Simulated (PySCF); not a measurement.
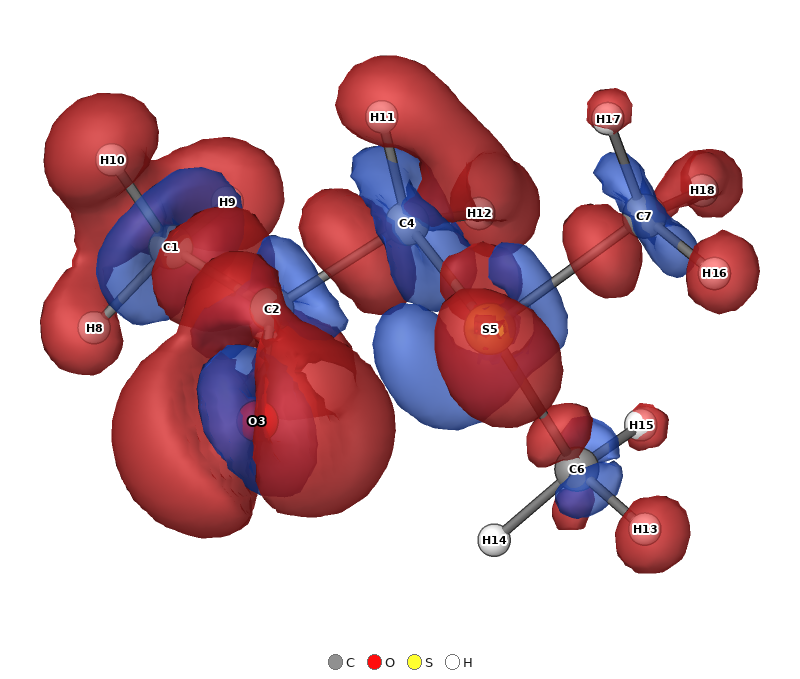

Figure. C$_{5}$H$_{11}$OS, charge +1, SMILES `CC(=O)C[S+](C)C`. Fukui function f⁻ = ρ(N) − ρ(N−1) at fixed geometry, surfaces at ±0.02 e/Å³ (red positive, blue negative).

Level of theory: B3LYP/6-31+G* (PySCF), at a geometry from GFN2-xTB. No frequency check shows the geometry to be a minimum. GFN2-xTB bond lengths at metals and heavier atoms can be off by up to 0.1 Å and shapes distorted, which carries into these values.

> Which atoms respond most to the removal of an electron?

f⁻ (Hirshfeld-condensed) is largest on O3 (0.32); the vertical ionisation energy is 14.26 eV (the stability of the dication's solution wasn't checked). Condensed values hint at sites of electrophilic attack but needn't mark the atom that reacts. Orbital relaxation makes it negative in places (0.35 e in all).

```tsv
atom	f⁻	charge
C1	+0.08	−0.07
C2	+0.10	+0.17
O3	+0.32	−0.20
C4	+0.06	−0.03
S5	+0.04	+0.38
C6	+0.02	−0.04
C7	+0.04	−0.05
H8	+0.04	+0.08
H9	+0.05	+0.07
H10	+0.06	+0.08
H11	+0.04	+0.09
H12	+0.04	+0.08
H13	+0.03	+0.08
H14	+0.01	+0.08
H15	+0.02	+0.07
H16	+0.03	+0.08
H17	+0.02	+0.08
H18	+0.03	+0.07
```
